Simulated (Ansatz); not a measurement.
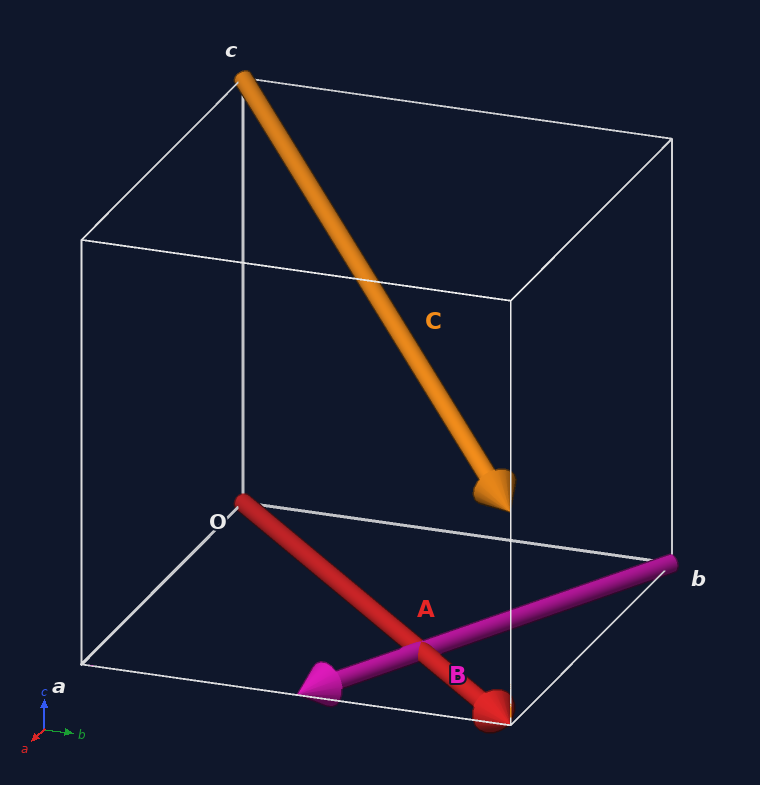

Crystal: HfPb3, the input geometry of an electronic-structure calculation (not necessarily at equilibrium); the starting structure was generated, so it need not be a known form of this composition. Each arrow starts at a corner of the unit cell and ends on its surface; where a tip isn't a corner, dashed lines run from it parallel to the axes. All values are computed from the atomic coordinates in the standard setting (tolerance 0.002 Å).

a = 4.693 Å, b = 4.693 Å, c = 4.693 Å, α = 90.00°, β = 90.00°, γ = 90.00°.

Which lattice directions are drawn?

Answer. Arrow A runs from (0, 0, 0) to (1, 1, 0), so [1 1 0]; Arrow B runs from (0, 1, 0) to (1, 1/2, 0), so [2 −1 0]; Arrow C runs from (0, 0, 1) to (1, 1, 1/2), so [2 2 −1].

How long is the vector ua + vb + wc in each case, and what angles do the directions make?

Answer. A 6.638 Å; B 10.495 Å; C 14.080 Å. A–B: 71.6°. A–C: 19.5°. B–C: 72.7°.
